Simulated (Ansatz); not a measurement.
## Single-point calculation, with input and output: Al5H

System: Al5H.
Method: RKS PBE0-D4/def2-TZVP (Ansatz 0.2.0).

The geometry comes from this level: PBE0-D4/def2-SVP.

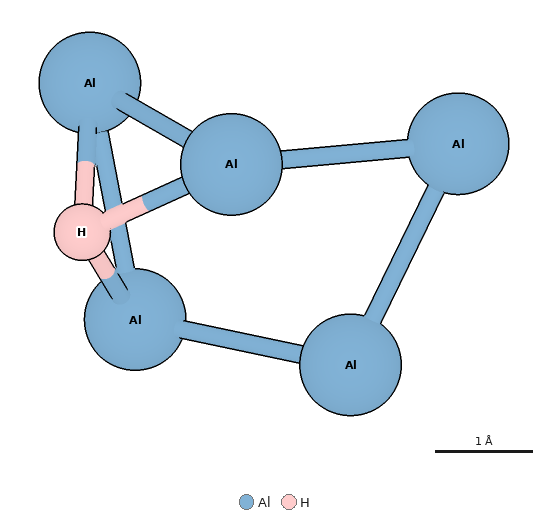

Figure 1. The structure as given in the input (ball-and-stick view, seen at a tilt). Sticks mark near contacts. Bond lengths as drawn: Al–Al 2.52 to 2.59 Å and Al–H 1.86 to 1.96 Å.

Input:
```yaml
crystal:
  periodic: [false, false, false]
  atoms:
    - {symbol: Al, position_ang: [-1.470034, 1.316647, -0.375141]}
    - {symbol: Al, position_ang: [-0.146684, 1.856089, 1.760552]}
    - {symbol: Al, position_ang: [1.124388, 0.673160, -0.066529]}
    - {symbol: Al, position_ang: [0.954684, -1.798368, 0.536513]}
    - {symbol: Al, position_ang: [-1.173370, -1.233701, -0.749955]}
    - {symbol: H, position_ang: [0.711025, -0.813827, -1.105439]}
basis:
  gaussian: {orbitals: def2-TZVP, initial_orbitals: start.molden}
hamiltonian: {xc: pbe0, dispersion: d4}
scf: {omitted_lower_state_checks: [starts]}
output: {orbitals: {seedname: orbitals}}
```

Run on 2 threads of Intel Xeon @ 2.90GHz, 108 GiB of memory available, shared host.

Run as:
```bash
ansatz run in.yaml --threads 2 --pin off --events-out ev --progress --plain --max-ram 4352MiB
```

What the program printed:
```
Functional definition: PBE0
  name "PBE0"
  cite "Adamo & Barone, J. Chem. Phys. 110, 6158 (1999) doi:10.1063/1.478522"
  cite "Perdew, Burke & Ernzerhof, Phys. Rev. Lett. 77, 3865 (1996) doi:10.1103/PhysRevLett.77.3865"
  parent pbe
  parameter a = 0.25
  parameter kappa = 0.804
  parameter beta = 0.06672455060314922
  exchange = (1 - a)*pbe_x(kappa = kappa, mu = beta*pi^2/3) + a*exact_x
  correlation = pbe_c(beta = beta)
these checks for a lower state are left out or cut short: starts
1439 factors; their error is unknown
mean field evaluation 1: about -32982.5736 eV, gradient 1.2e2 eV
mean field evaluation 2: about -32984.5209 eV, gradient 2.5e0 eV
mean field evaluation 4: about -32984.6146 eV, gradient 7.2e-2 eV
mean field -32984.61467875 eV, -1212.1622316693 hartree, gradient 5.5e-5 eV, S^2 0.000000; 0 other end points of the search recorded, 0 dependent functions left out
reference -32984.61470541 eV, -1212.1622326490 hartree; 33, 33 occupied and 158, 158 virtual orbitals, 1439 factors
Total energy: -32984.84189361 eV, -1212.1705816613 hartree
Checks for a lower state left out: starts
```

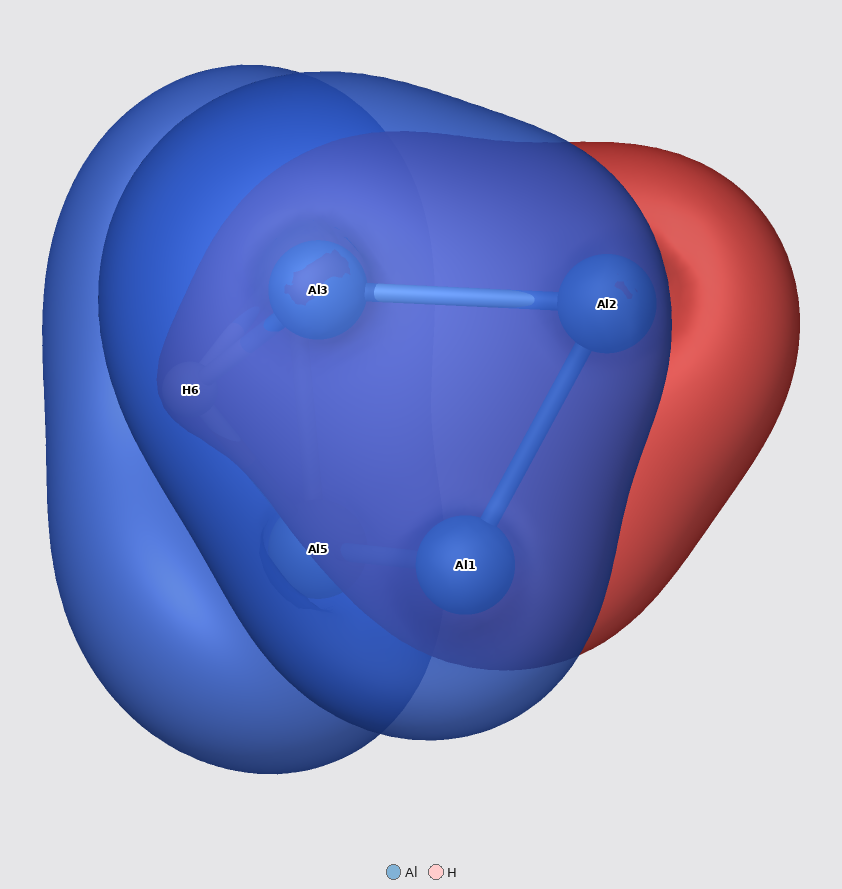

Figure 2. One frontier orbital at ±0.04 Å⁻³ᐟ² (red and blue are the two phases), seen at an oblique angle. The HOMO−1, at −5.38 eV. Its weight (Hirshfeld) is mainly on Al3 (25 %), Al5 (20 %), Al4 (20 %), Al1 (20 %) and Al2 (15 %).

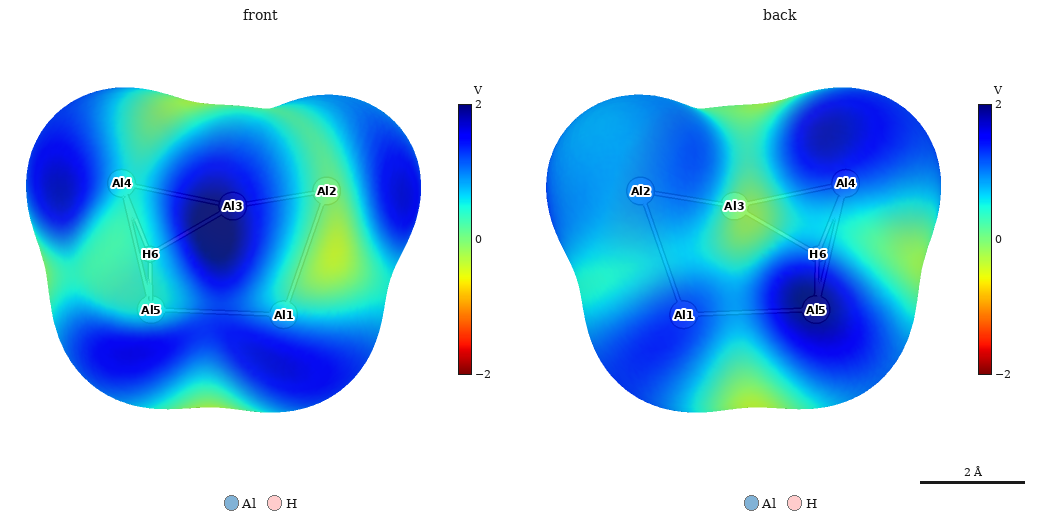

Figure 3. The electrostatic potential painted on the density surface at 0.004 e/bohr³, seen at a tilt and from behind; red is negative and blue positive.

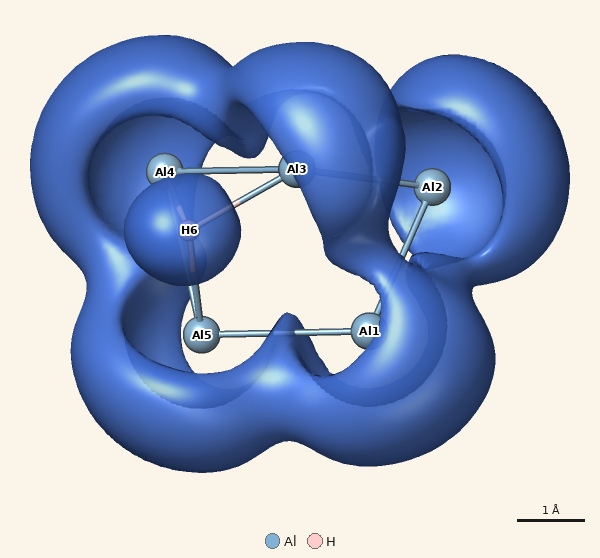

Figure 4. Isosurface of the ELF at 0.75 (blue), seen at a tilt. Core shells and regions of very low density are left out. Values along the shortest contacts: Al–Al (2.52 Å): the ELF peaks at about 0.70 between the atoms. Al–H (1.86 Å): the ELF climbs to about 1 towards the hydrogen, as it does in any bond to H.

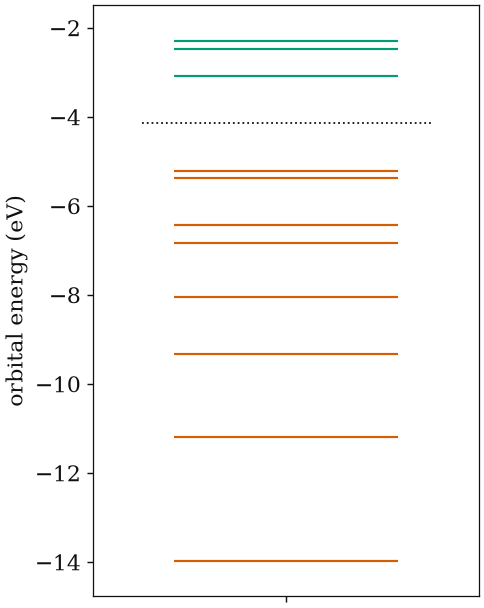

Figure 5. Orbital energies near the frontier; the dotted line parts filled from empty levels, and levels within 0.02 eV of each other stand side by side. Highest filled −5.21 eV, lowest empty −3.08 eV, 2.13 eV apart.

Results in brief:

```tsv
quantity	value
outcome	converged
total energy	−32984.8419 eV
mean-field energy	−32984.6147 eV
dispersion energy	−0.2272 eV
SCF solution under orbital rotations	stable
HOMO	−5.21 eV
LUMO	−3.08 eV
wall time	3.6 s (CPU time 6.9 s)
peak memory	0.57 GiB
```
